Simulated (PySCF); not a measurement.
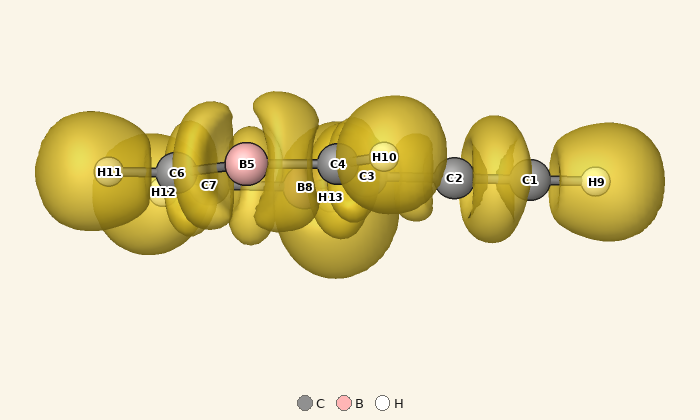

The picture shows: C6H5B2 (SMILES C#CC1=C[B]C=CB1) (doublet). Isosurface of the ELF at 0.75 (yellow), seen from one side. Only the valence region is drawn (cores and ρ < 0.01 e/Å³ removed).

Geometry: GFN2-xTB.

Computed with UKS B3LYP, pcH-1 on B C H, non-relativistic, mean-field spin-orbit, GIAO (PySCF).

| atom | x (Å) | y (Å) | z (Å) |
| --- | --- | --- | --- |
| C | 3.2243 | -0.5246 | -0.0114 |
| C | 2.0498 | -0.2520 | 0.0037 |
| C | 0.6839 | 0.0654 | 0.0219 |
| C | 0.3377 | 1.4146 | 0.2096 |
| B | -1.0990 | 1.5308 | 0.1970 |
| C | -2.2753 | 0.6786 | 0.0514 |
| C | -1.8623 | -0.6274 | -0.1310 |
| B | -0.3847 | -1.0410 | -0.1608 |
| H | 4.2407 | -0.7846 | -0.0296 |
| H | 1.1259 | 2.1433 | 0.3309 |
| H | -3.3288 | 0.9200 | 0.0690 |
| H | -2.6509 | -1.3637 | -0.2527 |
| H | -0.0658 | -2.1589 | -0.3158 |

Where are the electrons localised?

Answer. At this value the surface marks out four regions between bonded B–C atoms (shared pairs), four regions between bonded C–C atoms (shared pairs) and five regions around hydrogen nuclei. Profiles from the grid: C–C (1.21 Å): the ELF peaks at about 0.85 between the atoms; a short, multiple covalent bond. C–B (1.44 Å): the ELF peaks at about 0.95 between the atoms, as expected for localised, covalent bonding.
